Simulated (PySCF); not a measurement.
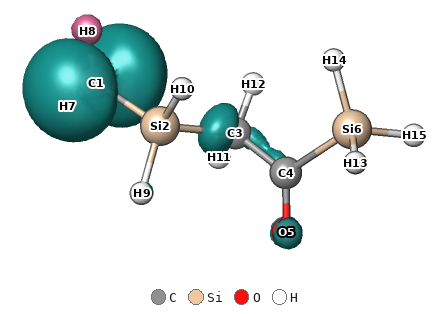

*C3H9OSi2 (SMILES [CH2][SiH2]CC(=O)[SiH3]) (doublet). Isosurfaces of the spin density (α minus β) at +0.02 (teal) and −0.02 e/Å³ (pink), seen at an oblique angle.*

Geometry: GFN2-xTB.

Computed with UKS B3LYP, pcH-1 on C H O Si, non-relativistic, mean-field spin-orbit, GIAO in PySCF.

```yaml
atoms:
  - { symbol: C, position_ang: [-2.7311, 0.9308, -0.6389] }
  - { symbol: Si, position_ang: [-1.4644, -0.2405, -0.0204] }
  - { symbol: C, position_ang: [0.2293, 0.3355, -0.7847] }
  - { symbol: C, position_ang: [1.2562, -0.6514, -0.4038] }
  - { symbol: O, position_ang: [1.4662, -1.6628, -1.0452] }
  - { symbol: Si, position_ang: [2.2877, -0.3635, 1.1978] }
  - { symbol: H, position_ang: [-3.1305, 0.8781, -1.6370] }
  - { symbol: H, position_ang: [-3.0931, 1.7594, -0.0565] }
  - { symbol: H, position_ang: [-1.6806, -1.6162, -0.4717] }
  - { symbol: H, position_ang: [-1.3104, -0.1720, 1.4373] }
  - { symbol: H, position_ang: [0.1017, 0.3646, -1.8664] }
  - { symbol: H, position_ang: [0.4663, 1.3279, -0.4104] }
  - { symbol: H, position_ang: [2.2673, -1.6052, 1.9637] }
  - { symbol: H, position_ang: [1.6885, 0.7446, 1.9451] }
  - { symbol: H, position_ang: [3.6426, -0.0212, 0.7692] }
```

> Which atoms carry the spin?

The unpaired spin (1 electron) lies mostly on C1 (about 0.7), in electrons by Hirshfeld's partition.
